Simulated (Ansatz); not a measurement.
**Run report: C$_{2}$H$_{8}$O$_{2}$SSi, phonon calculation**

- system: C$_{2}$H$_{8}$O$_{2}$SSi
- method: RKS B3LYP-D4/def2-SVP (Ansatz 0.2.0)

It belongs to a series of runs on one base structure; here: vibrations at the highest image of the band. Figures and captions count atoms from 1; the log counts them from 0 in places.

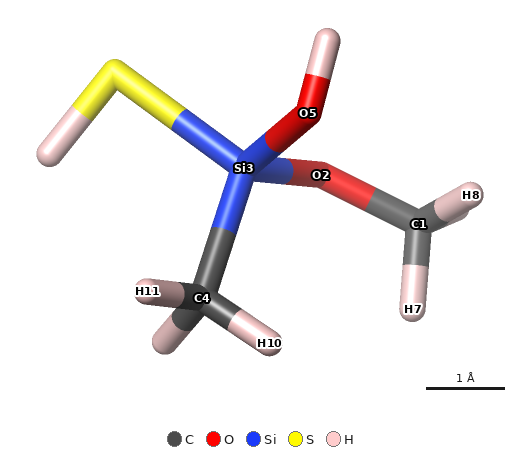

The input geometry (stick view, seen at a tilt; atoms are numbered from 1 in the order of the input).

**Results in brief**

```csv
quantity,value
outcome,converged
total energy,−25005.8001 eV
mean-field energy,−25005.2457 eV
largest force (length of the vector),0.018 eV/Å
hardware,"2 threads of Intel Xeon @ 2.90GHz (Ice Lake), 16 GiB of memory available, shared host"
wall time,3.7 min (CPU time 7.1 min)
peak memory,0.36 GiB
```

**Input file**
```yaml
crystal:
  periodic: [false, false, false]
  atoms:
    - { symbol: C, position_ang: [-1.949544, 0.703302, -0.555373] }
    - { symbol: O, position_ang: [-0.96041, 0.795292, 0.446295] }
    - { symbol: Si, position_ang: [0.614489, 0.28567, 0.277073] }
    - { symbol: C, position_ang: [0.723853, -1.549505, -0.021533] }
    - { symbol: O, position_ang: [1.306709, 1.028365, -1.043102] }
    - { symbol: S, position_ang: [1.620604, 0.869132, 2.09431] }
    - { symbol: H, position_ang: [-2.229634, -0.346852, -0.762818] }
    - { symbol: H, position_ang: [-1.617948, 1.161183, -1.505261] }
    - { symbol: H, position_ang: [-2.851777, 1.232797, -0.211368] }
    - { symbol: H, position_ang: [0.254254, -1.807575, -0.984923] }
    - { symbol: H, position_ang: [1.772927, -1.880473, -0.057978] }
    - { symbol: H, position_ang: [0.204351, -2.107832, 0.772819] }
    - { symbol: H, position_ang: [1.452813, 1.980631, -0.999085] }
    - { symbol: H, position_ang: [1.646411, -0.393236, 2.579844] }
basis:
  gaussian: { orbitals: def2-SVP }
hamiltonian:
  xc: b3lyp
  dispersion: d4
phonons: {}
```

Command:
```bash
ansatz run input.yaml --threads 2 --pin off --max-ram 3072MiB --backend cpu --events-out ev --progress --plain --runs-dir out
```

**Log**
```
Engine: ansatz 0.2.0, x86_64-unknown-linux-gnu
Functional definition: B3LYP
  parameter a0 = 0.2
  parameter ax = 0.72
  parameter ac = 0.81
  exchange = (1 - a0 - ax)*slater_x + ax*b88_x + a0*exact_x
  correlation = (1 - ac)*vwn_rpa_c + ac*lyp_c
1390 factors; integrals over basis functions are off by at most 3.7e-4 eV
mean field evaluation 1: about -24993.2398 eV, gradient 7.7e1 eV
mean field evaluation 2: about -24981.6848 eV, gradient 1.1e2 eV
mean field evaluation 4: about -25005.2031 eV, gradient 3.7e0 eV
mean field evaluation 8: about -25005.2454 eV, gradient 6.9e-2 eV
mean field evaluation 16: about -25005.2454 eV, gradient 2.9e-5 eV
mean field -25005.24544305 eV, -918.9258208680 hartree, gradient 2.9e-5 eV, S^2 0.000000; 0 other end points of the search recorded, 0 dependent functions left out
the calculation of the forces begins
reference -25005.24570387 eV, -918.9258304529 hartree; 33, 33 occupied and 99, 99 virtual orbitals, 1390 factors
these checks for a lower state are left out or cut short: stability, starts, cluster_reference, orbital_swaps, neighbouring_geometries, increment
1390 factors; integrals over basis functions are off by at most 3.7e-4 eV
mean field -25005.24527288 eV, -918.9258146142 hartree, gradient 9.7e-7 eV, S^2 0.000000; 0 other end points of the search recorded, 0 dependent functions left out
[... from here on the field's lines of each further geometry are left out, up to the last ...]
the calculation of the forces begins
reference -25005.24570071 eV, -918.9258303366 hartree; 33, 33 occupied and 99, 99 virtual orbitals, 1390 factors
these checks for a lower state are left out or cut short: stability, starts, cluster_reference, orbital_swaps, neighbouring_geometries, increment
1390 factors; integrals over basis functions are off by at most 3.7e-4 eV
mean field -25005.24541709 eV, -918.9258199141 hartree, gradient 1.9e-6 eV, S^2 0.000000; 0 other end points of the search recorded, 0 dependent functions left out
the calculation of the forces begins
reference -25005.24567789 eV, -918.9258294983 hartree; 33, 33 occupied and 99, 99 virtual orbitals, 1390 factors
WARN: phonons: modes at or below zero, which the zero-point energy, F, S and C_V leave out: 1, the lowest at -177.05 cm⁻¹. A minimum has none, and a first-order saddle one
Total energy: -25005.80007963 eV, -918.9462033864 hartree
Atom 0 at    -1.949544     0.703302    -0.555373 Å, force    -0.001845     0.001197    -0.012147 eV/Å
Atom 1 at    -0.960410     0.795292     0.446295 Å, force    -0.011581     0.000589     0.012611 eV/Å
Atom 2 at     0.614489     0.285670     0.277073 Å, force     0.008521    -0.000141    -0.001018 eV/Å
Atom 3 at     0.723853    -1.549505    -0.021533 Å, force     0.004304     0.008992    -0.011881 eV/Å
Atom 4 at     1.306709     1.028365    -1.043102 Å, force     0.001578    -0.007602    -0.002946 eV/Å
Atom 5 at     1.620604     0.869132     2.094310 Å, force     0.000748    -0.015980     0.008118 eV/Å
Atom 6 at    -2.229634    -0.346852    -0.762818 Å, force    -0.001079     0.002463     0.002322 eV/Å
Atom 7 at    -1.617948     1.161183    -1.505261 Å, force     0.000650    -0.000949     0.000226 eV/Å
Atom 8 at    -2.851777     1.232797    -0.211368 Å, force     0.000462     0.002945    -0.000112 eV/Å
Atom 9 at     0.254254    -1.807575    -0.984923 Å, force     0.002200     0.003808     0.005016 eV/Å
Atom 10 at     1.772927    -1.880473    -0.057978 Å, force     0.003263    -0.007982    -0.000860 eV/Å
Atom 11 at     0.204351    -2.107832     0.772819 Å, force    -0.001358    -0.004623     0.004026 eV/Å
Atom 12 at     1.452813     1.980631    -0.999085 Å, force    -0.006141    -0.000207     0.001217 eV/Å
Atom 13 at     1.646411    -0.393236     2.579844 Å, force     0.000279     0.017490    -0.004571 eV/Å
Dipole moment:    -0.152668    -0.157819    -0.225088 e Å
Vibrations: -177.05 76.48 96.55 137.59 148.02 169.09 202.45 248.88 258.82 303.99 356.61 501.49 674.32 729.42 751.64 778.78 822.91 855.26 918.87 1137.70 1175.86 1207.18 1278.10 1430.95 1433.90 1471.61 1477.33 1478.91 2675.70 2989.17 3036.55 3056.87 3103.72 3125.33 3138.12 3874.45 cm⁻¹, zero-point energy 2.797245 eV
```

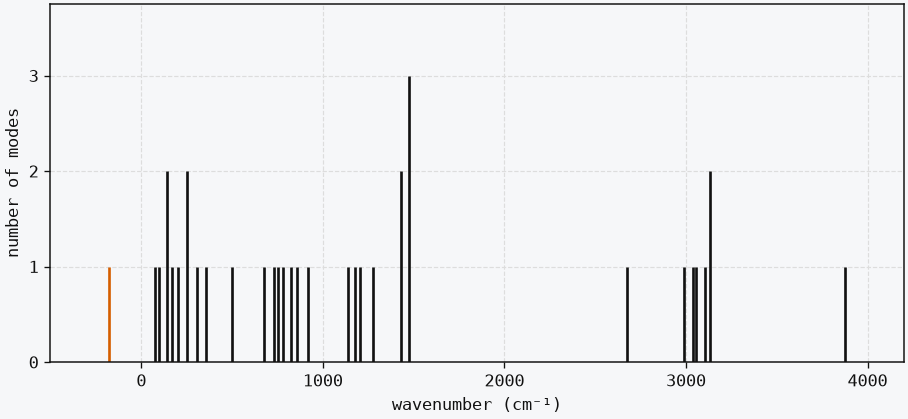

Harmonic vibrational wavenumbers from the force constants; neighbouring modes closer than 18 cm⁻¹ are counted in one stick, and imaginary ones are drawn at negative wavenumbers. 36 modes from 177i to 3874 cm⁻¹, 1 imaginary beyond 8i (177i cm⁻¹): a first-order saddle point, if the geometry is stationary.
